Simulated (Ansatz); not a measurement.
```tsv
atom	x (Å)	y (Å)	z (Å)
Al	0.0000	0.0000	-2.6031
B	0.0000	0.0000	0.5893
O	0.0000	0.0000	-0.6553
Si	0.0000	0.0000	2.6690
```

Geometry: B3LYP/6-31G*.

Theory: isolated molecule in a Gaussian basis; Kohn-Sham density functional theory, functional PBE0 in Ansatz 0.2.0.

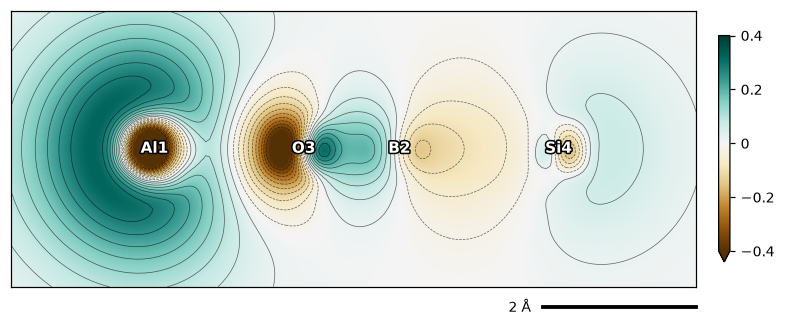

AlBOSi (charge +1, doublet). The HOMO−1 (α) on a plane that holds the molecular axis (values in Å⁻³ᐟ²; the overall sign is arbitrary).

Question: Where does this orbital lie, and at what energy?

Answer: Its weight (Hirshfeld) is mainly on Al1 (about 90 %) and O3 (about 5 %); it is of σ type. Its energy is −11.99 eV.
